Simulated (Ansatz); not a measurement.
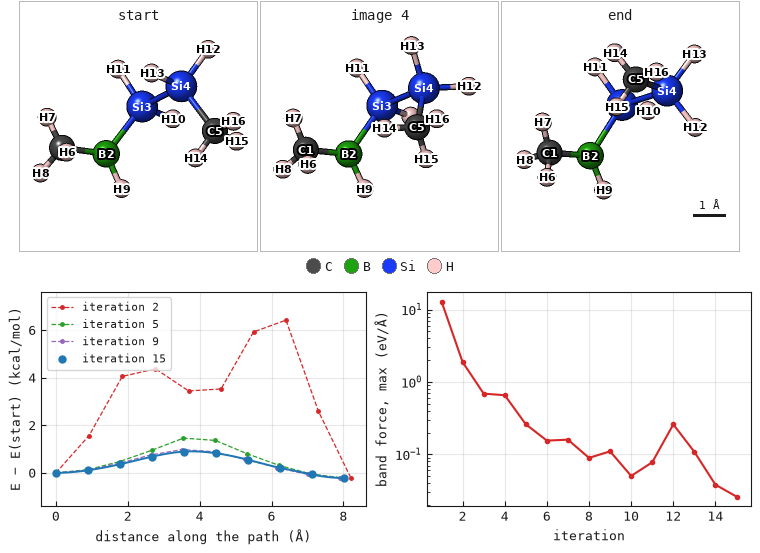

NEB run on C$_{2}$H$_{11}$BSi$_{2}$. Images are numbered from 0 (start) to 9 (end). The plot follows the band through its iterations. A ball-and-stick model, seen from a free direction.

Computed with RKS PBE0-D4/def2-SVP in Ansatz 0.2.0. Run with 8 movable images; no climbing image; force threshold 0.03 eV/Å; iteration limit 21; starting path through a guess of the saddle point.

How did the profile develop, and is the result final?

The run is converged, with reservations. The band converged in 15 iterations. The largest component of the band force went from 13 to 0.026 eV/Å. No image climbed, so the highest image needn't lie on the saddle point, and the true maximum along this path can be higher. The first iteration put the highest image at 85.08 kcal/mol. Forward barrier 0.89 kcal/mol, backward barrier 1.11 kcal/mol, with image 4 at the top; the reaction energy is −0.21 kcal/mol.

Cost: 8.6 min on 2 threads of Arm Neoverse V2, with other jobs on the host, peak memory 0.33 GiB.
